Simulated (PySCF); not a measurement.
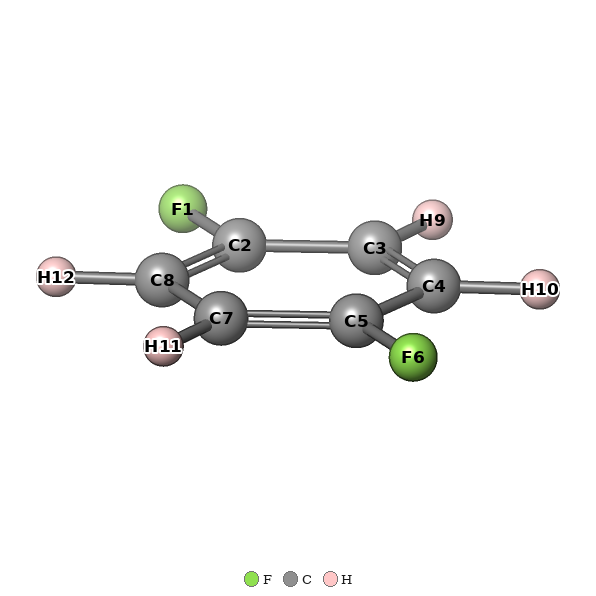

Atoms fade into the background with distance from the viewer. The computed structure is the end point of a PBE0-D3(BJ)/def2-SVP optimisation. No frequency run is at hand to confirm it as a minimum.

How is the 6-membered ring C2–C3–C4–C5–C7–C8 puckered?

It is planar. The Cremer–Pople amplitude Q is 0.00 Å.

Give the torsion angles round the ring, beginning with the bond from its second to its third atom.

0°, 0°, 0°, 0°, 0°, 0°.
